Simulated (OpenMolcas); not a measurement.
# Cu³⁺ among point charges: CASSCF and CASPT2 levels and susceptibility

Aim: the splitting of the states of Cu³⁺ in the field of 6 point charges, its lowest levels with spin-orbit coupling and its magnetic susceptibility.

Method: state-averaged CASSCF and CASPT2, spin-orbit coupling by RASSI with atomic mean-field integrals. Code: OpenMolcas 26.06.

### Step 1. The atom as given

```
Species                           : Cu³⁺ (copper, Z = 29, 26 electrons)
Basis                             : ANO-RCC-VDZP [5s4p2d1f], 34 functions
Scalar Hamiltonian                : DKH2, point nucleus
Inactive shells                   : 1s 2s 2p 3s 3p
Active space                      : 8 electrons in 5 orbitals (3d)
Some configurations of this space : 3d⁸
Orbitals                          : optimised for each spin and parity, averaged over all roots
```

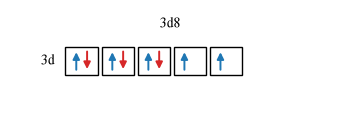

The shells outside the core, filled by Hund's rule for the drawing.

The ion sits among 6 point charges of -2 e arranged as a trigonal antiprism (D3d), 1.76 Å from the ion, with a polar angle of 64.6° against the regular 54.74°.

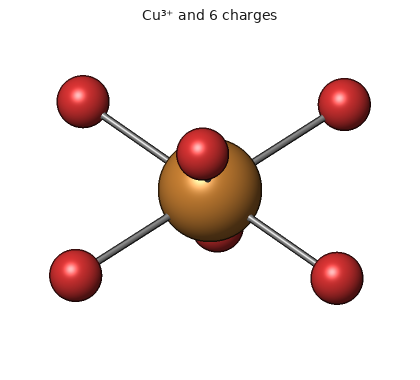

The ion and the point charges (red).

Each step is its own input file, run in one work folder so that later steps find the files of earlier ones. Labels, J, g values, rates, χT and fits are worked out afterwards by a script from the matrices that RASSI stores. The input lists half of the charges; inversion (Group=XYZ) makes the rest.

### Step 2. GATEWAY and SEWARD: basis and integrals

Contents of a.inp:

```
&GATEWAY
Coord
1

Cu 0.0 0.0 0.0
Basis=ANO-RCC-VDZP
Group=XYZ
NoMove
AngMom=0.0 0.0 0.0
AMFI
XField
3 Angstrom 0
0.000000 1.589712 0.755258 -2.000000
1.376731 -0.794856 0.755258 -2.000000
1.376731 0.794856 -0.755258 -2.000000
&SEWARD
```

Run with:

```sh
OMP_NUM_THREADS=1 MOLCAS_MEM=1689 MOLCAS_PROJECT=a pymolcas a.inp > a.log
```

### Step 3. Reference wave functions, triplets of even parity, 10 roots

Contents of a.inp:

```
&RASSCF
FileOrb=start.orb
Symmetry=1
Spin=3
nActEl=8 0 0
Inactive=3 6
Ras2=5 0
CIRoot=10 10 1
SDav=10
CIMx=300
Iter=120 100
PrWF=0.3
OrbListing=Nothing
MaxOrb=0
>>> COPY $Project.JobIph JOB001
```

start.orb holds the contracted functions of the basis, ordered by shell, or the orbitals of the step before.

### Step 4. Reference wave functions, singlets of even parity, 15 roots

Contents of a.inp:

```
&RASSCF
FileOrb=start.orb
Symmetry=1
Spin=1
nActEl=8 0 0
Inactive=3 6
Ras2=5 0
CIRoot=15 15 1
SDav=15
CIMx=300
Iter=120 100
PrWF=0.3
OrbListing=Nothing
MaxOrb=0
>>> COPY $Project.JobIph JOB002
```

### Step 5. State interaction with spin-orbit coupling

Contents of a.inp:

```
&RASSI
NrOfJobIphs=2 10 15
1 2 3 4 5 6 7 8 9 10
1 2 3 4 5 6 7 8 9 10 11 12 13 14 15
IphNames
JOB001
JOB002
EJob
SpinOrbit
DIPRint=1.0
SOCoupling=1000.0
Subsets=2
Property=9
'ANGMOM' 1 'ANGMOM' 2 'ANGMOM' 3 'MLTPL  1' 1 'MLTPL  1' 2 'MLTPL  1' 3
'AMFI' 1 'AMFI' 2 'AMFI' 3
SOProperty=3
'ANGMOM' 1 'ANGMOM' 2 'ANGMOM' 3
```

### Step 6. CASPT2: IPEA 0.25, imaginary shift 0.1 (closed shells correlated: 3s 3p)

Contents of a.inp:

```
>>> COPY JOB001 $Project.JobIph
&CASPT2
Multistate=10 1 2 3 4 5 6 7 8 9 10
NoMult
Frozen=2 3
IPEA=0.25
Imaginary=0.1
MaxIter=60
WThr=0.0 0.3 0.05
PrWF=0.5
NoMix
>>> COPY JOB002 $Project.JobIph
&CASPT2
Multistate=15 1 2 3 4 5 6 7 8 9 10 11 12 13 14 15
NoMult
Frozen=2 3
IPEA=0.25
Imaginary=0.1
MaxIter=60
WThr=0.0 0.3 0.05
PrWF=0.5
NoMix
```

(Steps that only read results are left out.)

What does the calculation give? Wanted: spin-free ground state; first state of the same spin within the active space; lowest level; next level.

The runs gave:

| quantity | value |
| --- | --- |
| method | SS-CASPT2, IPEA 0.25, imaginary shift 0.1 (closed shells correlated: 3s 3p) |
| spin-free ground state | 3A2, 1-fold in its orbital part |
| first state of the same spin within the active space | 3A1 at 3400 cm⁻¹ |
| lowest level | 2-fold E, g = 0.00, 0.00, 6.54 |
| next level | 204.2 cm⁻¹ |
| χT at 300 K | 1.94 cm³ K/mol |
| effective moment at 300 K | 3.94 μB |

Cost by method:

| method | time of its own steps | time with the reference |
| --- | --- | --- |
| A. CASSCF | 3.7 s | 3.7 s |
| B. SS-CASPT2, IPEA 0.25, imaginary shift 0.1, +3s 3p | 1.2 s | 5 s |

Times are of one thread on a shared host.

**Reading.** The spin-free ground state (3A2) comes to 96 % from free-ion F terms and keeps the highest spin of the shell. χT at 300 K is 1.94, against 1.00 cm³ K/mol for the spin alone, so orbital moment adds to it. CASPT2 does not keep the components of a term degenerate, and the means are used. The field of point charges can differ much from that of real complexes. This is an electrostatic model: the charges have no orbitals.
